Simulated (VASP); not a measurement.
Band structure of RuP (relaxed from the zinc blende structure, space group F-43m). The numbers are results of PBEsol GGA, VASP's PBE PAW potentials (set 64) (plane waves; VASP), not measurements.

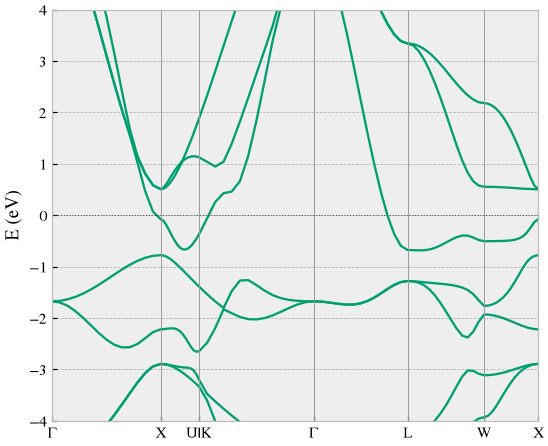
Bands along high-symmetry lines, zero at the valence-band maximum or, without a gap, the Fermi level

Problem. Read the plot: is there a gap, and where are the band edges?

Solution. It has no gap at this level: it comes out as a metal or semimetal. (Edges off the drawn lines would not show.)

The structure was generated: RuP was put into the zinc blende type (F-43m), which need not be its known phase. It was relaxed first, which changed the volume by -31 %. The electron count is odd and the run is not spin-polarised, which forces a metal.
